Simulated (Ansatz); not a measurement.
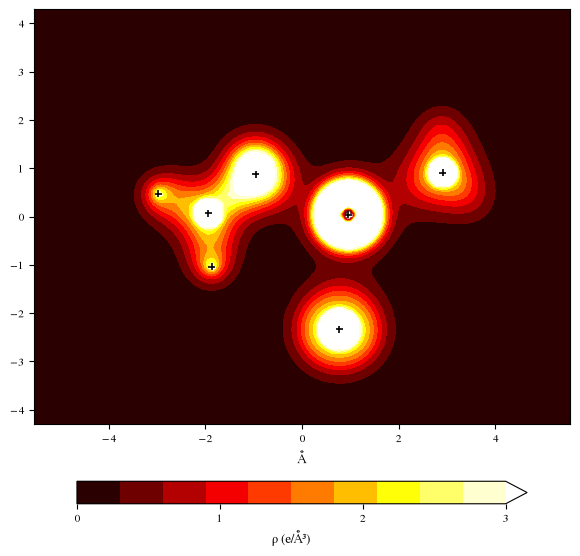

The electron density on a plane through atoms (crosses mark nuclei in the plane).

Computed with RKS PBE0-D4/def2-SVP in Ansatz.

Candidates:
A. CH₅NSeSi
B. C₂H₅ClInN

> Which system is this?

Candidate B: C₂H₅ClInN on the plane of atoms C1, N2 and In3, which holds C, N, In, Cl and H. C–N (1.27 Å): ρ at the midpoint is about 2.8 e/Å³. In–N (2.09 Å): the density is about 0.66 e/Å³ at the midpoint.
